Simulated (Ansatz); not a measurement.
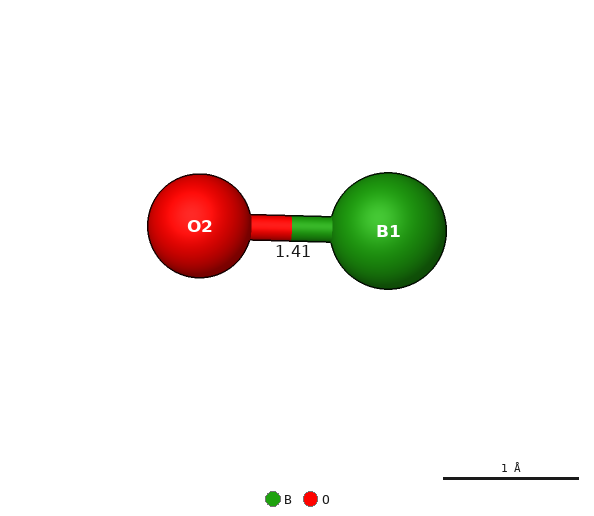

State: neutral, doublet. Geometry: a fixed input geometry, not necessarily a minimum. Basis: def2-SVP. Computed at fixed atoms with Ansatz. R, U and RO name restricted, unrestricted and restricted open-shell orbitals; core potentials come with def2 and Stuttgart sets past Kr, some runs use density fitting (about 1 meV), and each entry rests on the lowest determinant that the runs found.

```xyz
2
charge 0, multiplicity 2
B     0.0000    0.0000    0.0000
O     0.0000    0.0000    1.4100
```

Give total energies (hartree), correlation energies and ⟨S²⟩ of the determinant for RO-MP2 (2 frozen); U-MP2 (2 frozen).

```tsv
method	energy (Eh)	correlation (mEh)	⟨S²⟩
U-MP2 (2 frozen)	-99.6315	-253.1	1.01
RO-MP2 (2 frozen)	-99.6417	-270.0	0.75
```
